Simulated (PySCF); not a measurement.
System: C$_{5}$H$_{9}$NOSi.

Input

```
{"job": {"kind": "nmr", "xc": "PBE0", "basis": "pcSseg-1"}, "charge": 0, "multiplicity": 1}
C     -2.042229     0.487783    -0.760181
C     -1.050587     0.112980     0.032728
C     -0.587830    -1.315709     0.109855
N      0.859211    -1.417667     0.170698
Si     1.948954    -0.209724    -0.374908
C      1.033233     1.371208     0.199172
O      1.433353     2.495803     0.018278
C     -0.293730     1.085487     0.883820
H     -2.565154    -0.213639    -1.388198
H     -2.382501     1.508252    -0.797500
H     -1.003042    -1.768076     1.023811
H     -0.990396    -1.874701    -0.745297
H      1.158854    -2.380312     0.178630
H      3.185540    -0.425646     0.371268
H      2.200016    -0.090392    -1.817912
H     -0.849684     2.012147     1.034639
H     -0.061006     0.634236     1.851187
```

Run with:

```sh
OMP_NUM_THREADS=1 python probes_run.py task.json out
```

Geometry: GFN2-xTB.

The calculation used PBE0/pcSseg-1, SCF density, gas phase, non-relativistic in PySCF.

### What will maps of the electron density and electron localisation function show?

C–O (1.21 Å): ρ at the midpoint is about 3.3 e/Å³; the ELF peaks at about 0.85 between the atoms (a short, multiple covalent bond).
Si–N (1.72 Å): ρ is about 1.1 e/Å³ halfway; the ELF peaks at about 0.90 between the atoms; a shared but strongly polarised pair.
C–Si (1.92 Å): the density is about 0.94 e/Å³ at the midpoint; the ELF peaks at about 1 between the atoms, as expected for localised, covalent bonding.
N–H (1.01 Å): the density is about 2.8 e/Å³ at the midpoint; the ELF climbs to about 1 towards the hydrogen, as it does in any bond to H; a covalent bond by its length.

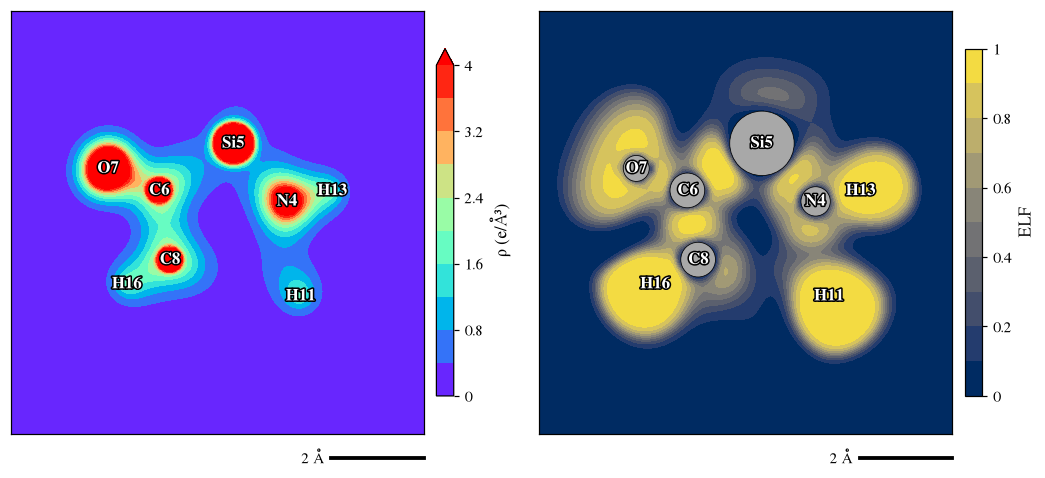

Computed electron density and electron localisation function on the plane of atoms O7, C6 and C8, in this order. Grey discs cover the atomic cores in the ELF map. 
